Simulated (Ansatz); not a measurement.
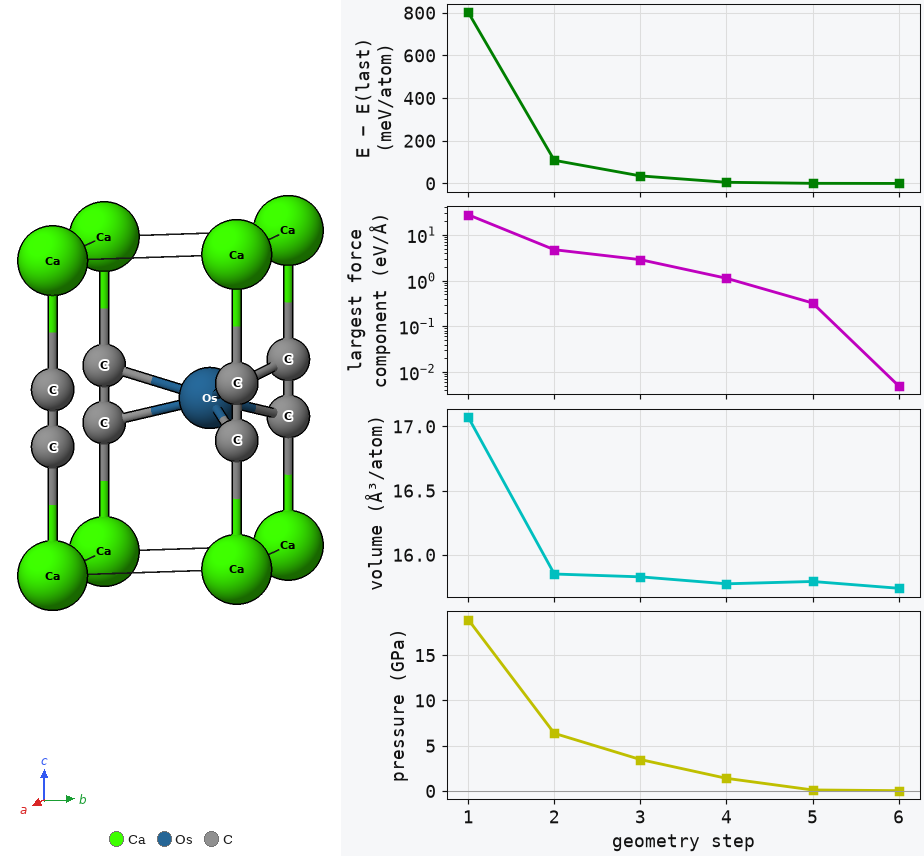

Beside the plot: the structure at the start.

History of a geometry optimisation. Atoms and cell relax. A closing SCF on a freshly chosen basis isn't drawn.

System: CaOsC₂ (P-6m2, 4 atoms in the cell).
Method: DFT PBE, scalar-relativistic, plane waves, PAW in Ansatz 0.2.0; cutoff 420 eV, 6×6×4 k-mesh, Gaussian smearing of 0.1 eV.

> How did the optimisation end?

The optimisation met its thresholds at geometry 6, counting the start as the first. The energy fell by about 800 meV/atom from the first step to the last. The largest force component goes from about 28 eV/Å at the start to 5 × 10⁻³ eV/Å at the end.

> Was the starting cell too large or too small?

The volume shrinks from 17.1 to 15.7 Å³ per atom (−8 %), as the pressure goes from 19 GPa to about 0 GPa. The start was expanded.
